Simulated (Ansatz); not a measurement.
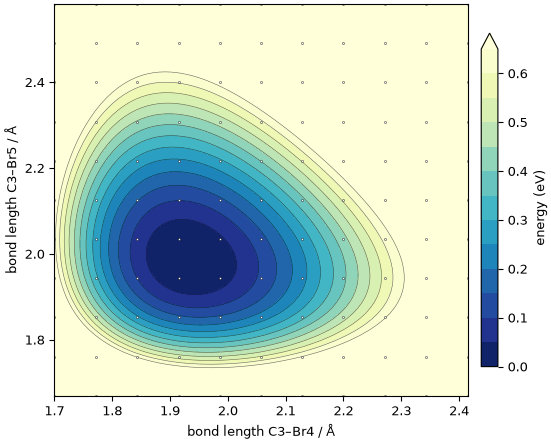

C2H2Br2S, SMILES S=CC(Br)Br. Coordinates scanned: (1) bond length C3–Br4; (2) bond length C3–Br5. Nothing is relaxed (all other coordinates rigid). Grid: 11 × 11 points. All energies are given in eV relative to the relaxed molecule at the same level. Method: RKS PBE-D4/def2-SVP (Ansatz).

The picture shows filled contours, dots at the grid points, one colour for all values above the top of the scale. Between grid points the surface is interpolated.

Question: Where is the minimum, and how stiff is the well along each coordinate?

Answer: The interpolated minimum is at bond length C3–Br4 ≈ 1.932 Å, bond length C3–Br5 ≈ 1.987 Å. The curvatures there are about 17 eV/Å² and 14 eV/Å², with a cross term of about 2.1 eV/Å². Round the minimum the two coordinates are weakly coupled (coupling 0.14 in units of the two stiffnesses).
